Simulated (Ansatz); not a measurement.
The calculation's input:

```
crystal:
  periodic: [false, false, false]
  atoms:
    - { symbol: F, position_ang: [-2.03845, -0.58747, -0.33429] }
    - { symbol: In, position_ang: [-0.2014, -0.1303, -0.4897] }
    - { symbol: Cl, position_ang: [0.64193, -2.27719, -1.67206] }
    - { symbol: H, position_ang: [-0.1012, 1.489, -1.1784] }
basis:
  gaussian: { orbitals: def2-mTZVP }
hamiltonian:
  xc: b3lyp
relax:
  f_tol: 0.015
  max_steps: 40
output:
  orbitals: {}
```

Command:

```sh
ansatz run input.yaml --threads 1 --pin off --max-ram 2048MiB --backend cpu --events-out ev --progress --plain --runs-dir out
```

The fields are those of the relaxed geometry.

Core potentials replace the inner electrons of In.

Method: RKS B3LYP/def2-mTZVP (Ansatz).

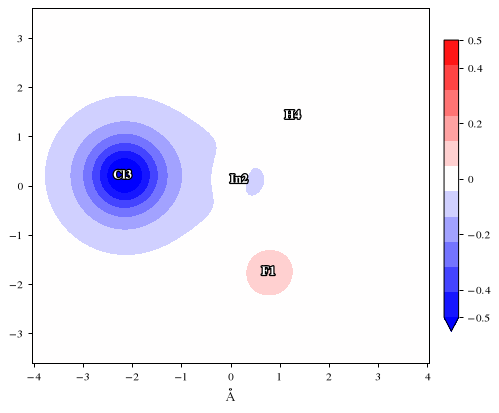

ClFHIn (SMILES [F][InH][Cl]). The HOMO−1 on a plane 0.8 Å above the molecular plane (values in Å⁻³ᐟ²; the overall sign is arbitrary).

Q: Describe this orbital and give its energy.

A: Its weight (Hirshfeld) is mainly on Cl3 (about 90 %); it changes sign across the molecular plane (π type). Its energy is −9.02 eV.
